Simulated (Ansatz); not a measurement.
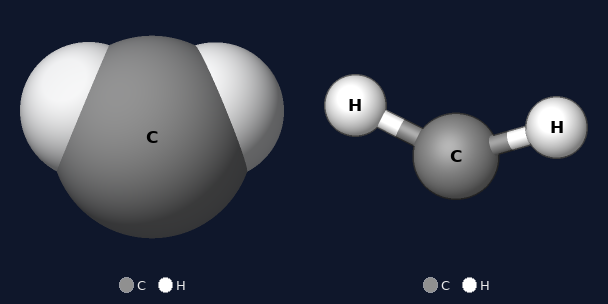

Two views of one molecule.

State: neutral, triplet. Computed geometry: PBE0-D4/def2-TZVP optimisation.

Which formula does it have?

Answer. CH2, 3 atoms: 1 carbon and 2 hydrogen.

Give the symmetry (Schoenflies symbol).

Answer. C2v.

Write the SMILES.

Answer. [CH2]

Count the bonded pairs by element.

Answer. 2 C–H.

The parts below concern this one geometry. Atoms keep their numbers from picture to picture.

**Electronic properties**

Level of theory: UKS ωB97M-V/def2-QZVPP (Ansatz 0.2.0).

What is the ⟨S²⟩ of the determinant?

Answer. 2.005.

Estimate the HOMO energy (Kohn–Sham orbital).

Answer. −9.33 eV.

**Vibrations**

Harmonic vibrations computed with UKS PBE0-D4/def2-TZVP (Ansatz 0.2.0) at a stationary point of the same level.

How many vibrational modes are there, and where do they lie?

Answer. 3 modes: 1054, 3153, 3390 cm⁻¹.

**Charges**

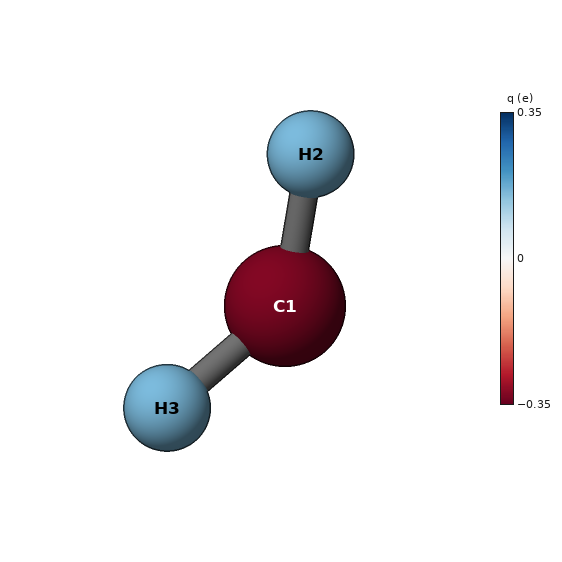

Atoms are coloured by their Mulliken charges. Properties computed with UKS PBE0-D4/def2-TZVP (Ansatz 0.2.0).

Give the Mulliken charges atom by atom.

```tsv
atom	value (e)
C1	−0.33
H2	0.16
H3	0.16
```

Mulliken values depend strongly on the basis set and can even reverse the polarity of a bond.
